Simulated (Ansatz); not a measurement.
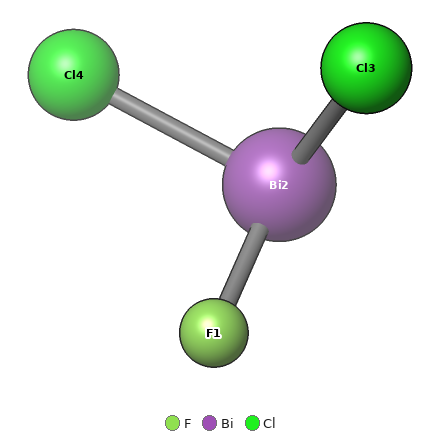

The system is BiCl₂F (SMILES [F][Bi]([Cl])[Cl]) with the probe F-; the picture shows it without the atoms that are moved over the map. The probe is moved over the plane through the molecule's long axis and the normal of its main plane. The first coordinate is: x of the probe's F atom; the second: z of the probe's F atom. Nothing is relaxed (molecule and probe rigid). Grid: 15 × 13 points; 86 points were computed and 78 follow by symmetry. At 31 points there is no value (left out of the scan, as a rule where atoms come close). Points are written as (first, second). Energies are in eV, from the lowest grid point. Energies and slopes of some neighbouring points disagree (a jump in structure or state, or too coarse a mesh). Theory: RHF/def2-SVPD (Ansatz).

Range: x of the probe's F atom from −4.55 to 4.55 Å; z of the probe's F atom from −3.90 to 3.90 Å.

Q: What will the energy surface look like?

A: The lowest grid point is at (−1.30 Å, −2.60 Å) [nearest 1 Bi at 2.18 Å]. The highest grid point, (−1.95 Å, −0.65 Å) [nearest 1 Cl at 1.33 Å], lies 13.59 eV above the lowest.

```csv
"z of the probe's F atom ↓, x of the probe's F atom →",−4.55,−3.90,−3.25,−2.60,−1.95,−1.30,−0.65,0.00,0.65,1.30,1.95,2.60,3.25,3.90,4.55
3.90,2.77,2.79,2.82,2.85,2.88,2.91,2.92,2.92,2.92,2.91,2.88,2.85,2.82,2.79,2.77
3.25,2.75,2.77,2.81,2.85,2.90,2.92,2.92,2.92,2.92,2.92,2.90,2.85,2.81,2.77,2.75
2.60,2.72,2.74,2.81,2.94,3.08,3.06,2.94,2.89,2.94,3.06,3.08,2.94,2.81,2.74,2.72
1.95,2.68,2.73,3.00,3.82,4.68,4.35,3.36,2.94,3.36,4.35,4.68,3.82,3.00,2.73,2.68
1.30,2.65,2.81,4.00,7.30,9.75,8.64,5.57,3.54,5.57,8.64,9.75,7.30,4.00,2.81,2.65
0.65,2.62,3.03,5.78,–,–,–,–,–,–,–,–,–,5.78,3.03,2.62
0.00,2.57,3.07,6.50,–,–,–,–,–,–,–,–,–,6.50,3.07,2.57
−0.65,2.49,2.73,4.67,8.61,13.59,–,–,–,–,–,13.59,8.61,4.67,2.73,2.49
−1.30,2.38,2.35,2.61,3.54,4.83,–,–,–,–,–,4.83,3.54,2.61,2.35,2.38
−1.95,2.30,2.14,1.86,1.37,0.67,3.51,–,–,–,3.51,0.67,1.37,1.86,2.14,2.30
−2.60,2.25,2.06,1.74,1.19,0.41,0.00,1.41,3.09,1.41,0.00,0.41,1.19,1.74,2.06,2.25
−3.25,2.23,2.06,1.80,1.41,0.89,0.39,0.13,0.10,0.13,0.39,0.89,1.41,1.80,2.06,2.23
−3.90,2.24,2.11,1.91,1.65,1.34,1.04,0.82,0.74,0.82,1.04,1.34,1.65,1.91,2.11,2.24
```

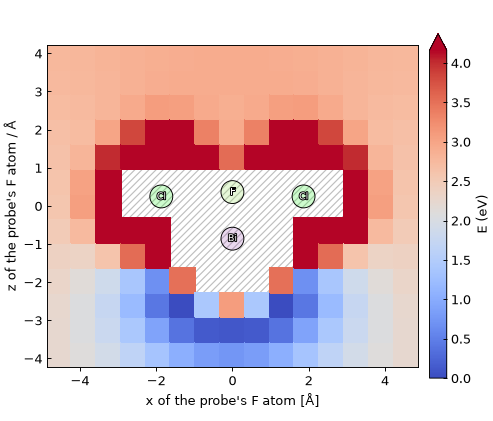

Drawn: one coloured cell a grid point, labelled circles for the molecule's atoms, projected on the plane, one colour for all values above the top of the scale, hatched blanks where no value was computed.

Time for the 86 points that were run: 5.1 min on 1 thread of Intel(R) Xeon(R) 6975P-C (Granite Rapids), with other jobs on the host.
